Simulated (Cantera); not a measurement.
Charge: 1 mol Si, a varied amount of HCl, 16 mol H₂, held at 1548 K and 1.33 mbar.

These are equilibrium values from Cantera (NASA tables, ideal gas, pure condensed phases), not measurements of a reactor. Candidate condensed phases: Si; 19 gas species. The tables' values for SiCl₃, SiCl are old estimates; treat these amounts as uncertain. Rates play no part.

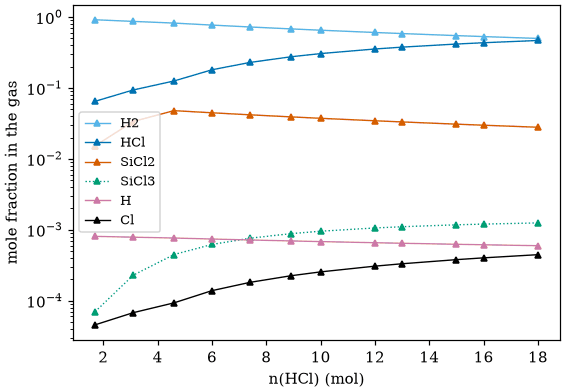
Figure: Equilibrium gas composition (values under 1e-9 drawn at 1e-9)

From 1.7 mol HCl to 3.1 mol HCl the condensed part is Si(s). From 4.6 mol HCl to 18 mol HCl nothing is condensed. The main Si-bearing gas is SiCl₂ throughout.
